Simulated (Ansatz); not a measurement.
**Li+ with H2O2: structure and interaction energy**

How do Li+ and H2O2 sit together, how strongly do they interact, and which methods get it right?

Computed with Ansatz 0.2.0, Gaussian basis. Level: PBE0-D4 structure, single points in def2-TZVPPD.

Levels: PBE-D4, revPBE-D4, BLYP-D4, r2SCAN-D4, B97M-V, PBE0-D4, B3LYP-D4, HSE06-D4, wB97X-V, wB97M-V, B2PLYP, Hartree-Fock, MP2, CCSD, CCSD(T). The reference is CCSD(T) extrapolated to the basis limit.

Cores are frozen in the correlated methods. The outer core shell of Li, Na, Mg and K is correlated. B3LYP uses VWN-RPA correlation. B2PLYP carries no dispersion term here.

163 further runs of the same task are left out: 163 set aside as unsound or not needed.

## (1) The starting structure

The pair, from a GFN2-xTB docking trial: 5 atoms, charge 1, spin multiplicity 1.

Atoms are counted from 1 here; the program's logs count them from 0.

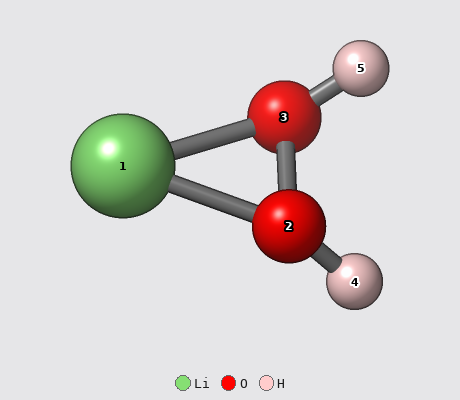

As it starts; lithium green, oxygen red, hydrogen pink; atoms are numbered from 1 in the order of the file.

Geometry (Å):

```xyz
5
H2LiO2
Li   -0.19150    0.01020   -1.67830
O    -0.56270    0.42610    0.11240
O     0.57750   -0.41680   -0.02260
H    -1.02790    0.11840    0.91600
H     1.20460   -0.13790    0.67260
```

Atoms 1 to 1 are fragment A (Li+), the rest fragment B (H2O2).

## (2) A first relaxation in a small basis

The input, pre/in.yaml:

```yaml
crystal:
  periodic: [false, false, false]
  atoms:
    - {symbol: Li, position_ang: [-0.191500, 0.010200, -1.678300]}
    - {symbol: O, position_ang: [-0.562700, 0.426100, 0.112400]}
    - {symbol: O, position_ang: [0.577500, -0.416800, -0.022600]}
    - {symbol: H, position_ang: [-1.027900, 0.118400, 0.916000]}
    - {symbol: H, position_ang: [1.204600, -0.137900, 0.672600]}
basis:
  gaussian: {orbitals: def2-SVP}
total_charge: 1
hamiltonian: {xc: pbe, dispersion: d4}
relax: {f_tol: 0.03, max_steps: 250}
```

Launch:

```bash
> ansatz run in.yaml --threads 2 --pin off --events-out ev --progress --plain --max-ram 5222MiB
```

Further steps of the session: Relaxation at PBE0-D4; wB97X-V/def2-TZVPPD; wB97M-V/def2-TZVPPD; B2PLYP/def2-TZVPPD; B97M-V/def2-TZVPPD; CCSD(T)/def2-TZVPPD; Hartree-Fock/STO-3G; SPW92/def2-SVP; wB97M-V/def2-SVP; CCSD(T)/def2-SVP; Vibrations of the pair.

What does the calculation give? Wanted: interaction energy, CCSD(T)/CBS; of it Hartree-Fock; D4 term of PBE0-D4; shortest contact; lowest wavenumber.

**Answer**, as computed:

| quantity | value |
| --- | --- |
| interaction energy, CCSD(T)/CBS | -34.36 kcal/mol |
| of it Hartree-Fock (basis limit) | -35.13 kcal/mol |
| D4 term of PBE0-D4 | -0.19 kcal/mol |
| shortest contact | Li1–O3 1.93 Å |
| lowest wavenumber | 250 cm⁻¹ |

The pair is bound by 34.36 kcal/mol at fixed fragment shapes. Hartree-Fock gives 102 % of it, so electrostatics, induction and charge transfer lead. wB97X-V is the best functional here (-0.06 kcal/mol from CCSD(T)/CBS); revPBE-D4 is the worst (+1.13 kcal/mol). Mean unsigned error by rung: GGA 0.44, meta-GGA 0.51, hybrid 0.89, screened hybrid 0.81, range-separated hybrid 0.19, double hybrid 0.47 kcal/mol. PBE-D4 gives an interaction energy 0.13 kcal/mol too low, an error of 0 % of the reference. CCSD(T) moves by -1.23 kcal/mol from triple zeta to the limit; gaps between functionals far smaller than that don't rank them. A lower arrangement may exist.
